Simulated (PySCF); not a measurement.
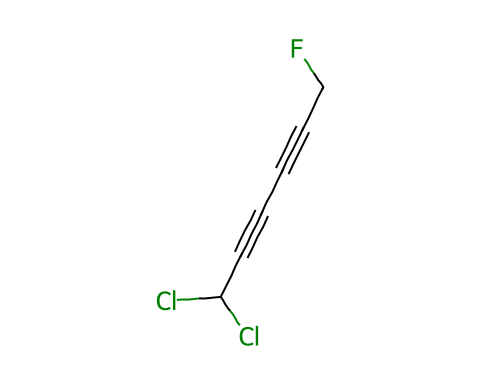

Write the SMILES.

Answer. FCC#CC#CC(Cl)Cl

Give the formula, hydrogens included.

Answer. C6H3Cl2F.

An optimisation with GFN2-xTB gave a structure of which point group?

Answer. Cs.

The parts below concern this one geometry. Atoms keep their numbers from picture to picture. Computed geometry: GFN2-xTB optimisation. No frequency run is at hand to confirm it as a minimum.

### Dipole moment

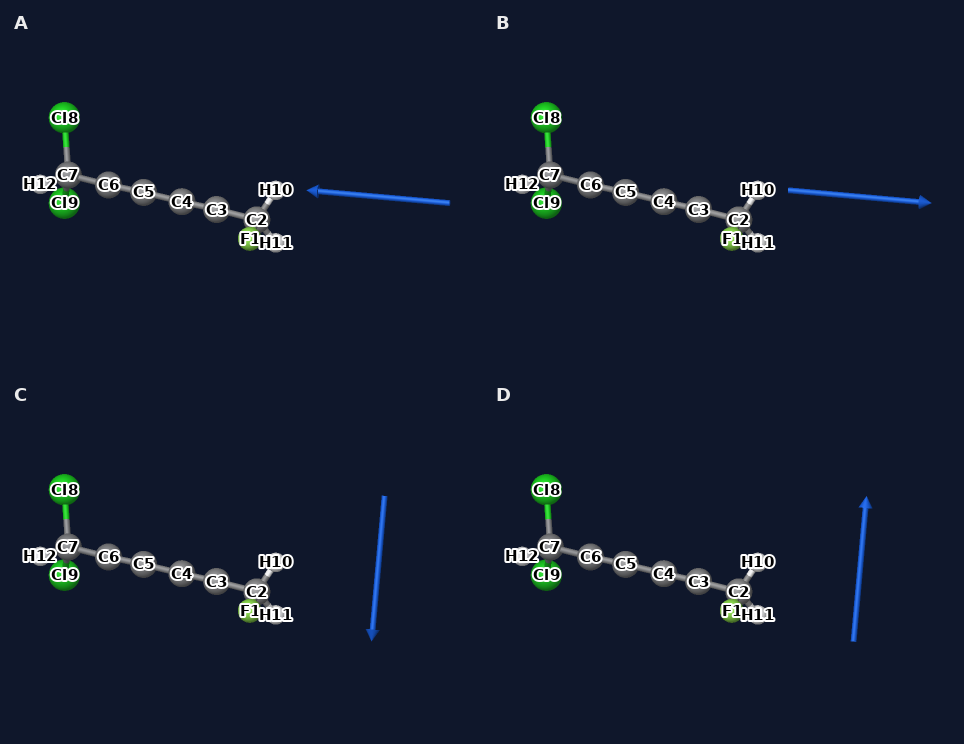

The same molecule four times, each with an arrow. No frequency run is at hand to confirm it as a minimum. Properties computed with PBE0/def2-SVPD, gas phase (PySCF 2.14.0).

Which arrow points along the dipole moment, from the negative to the positive end?

Answer. B. The dipole moment is 1.24 D; it points from the side of H12 to the side of H10, H11 (the outermost atoms at the two ends).

### NMR shielding

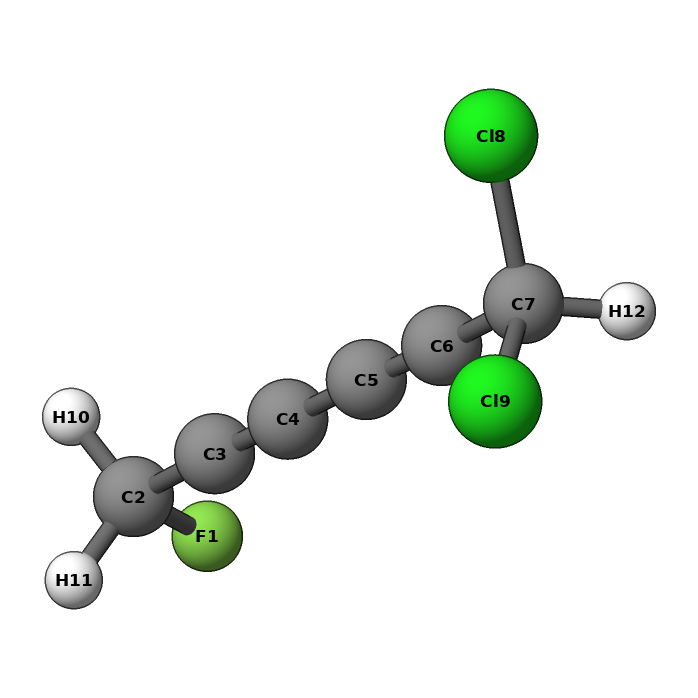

No frequency run is at hand to confirm it as a minimum. Method: GIAO PBE0/pcSseg-1 NMR shielding, non-relativistic, gas phase (PySCF 2.14.0). Principal shieldings σ11 ≤ σ22 ≤ σ33, span Ω = σ33 − σ11, skew κ = 3(σiso − σ22)/Ω.

Give the shielding tensors of the Cl atoms.

```tsv
atom	σ11	σ22	σ33	σiso	Ω	κ
Cl8, Cl9	215.1	513.7	1016.9	581.9	801.8	0.26
```

Shieldings and span in ppm.

### Bond orders

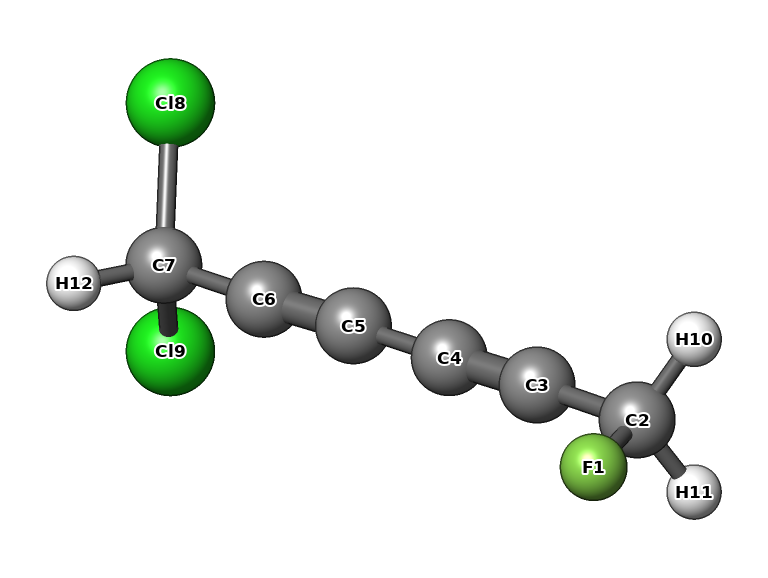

The thickness of each stick grows with its Mayer bond order. No frequency run is at hand to confirm it as a minimum. Method: PBE0/pcSseg-1 (PySCF 2.14.0).

List the Mayer bond orders of F1–C2, C2–C3, C2–H10, C3–C4, C4–C5, C5–C6, C6–C7, C7–Cl8, C7–H12 (one bond of each equivalent set).

```
  bond  Mayer order  length (Å)
 F1–C2         0.91       1.377
 C2–C3         1.17       1.444
C2–H10         0.92       1.098
 C3–C4         2.11       1.208
 C4–C5         1.01       1.355
 C5–C6         2.12       1.209
 C6–C7         0.95       1.428
C7–Cl8         1.06       1.799
C7–H12         0.90       1.093
```
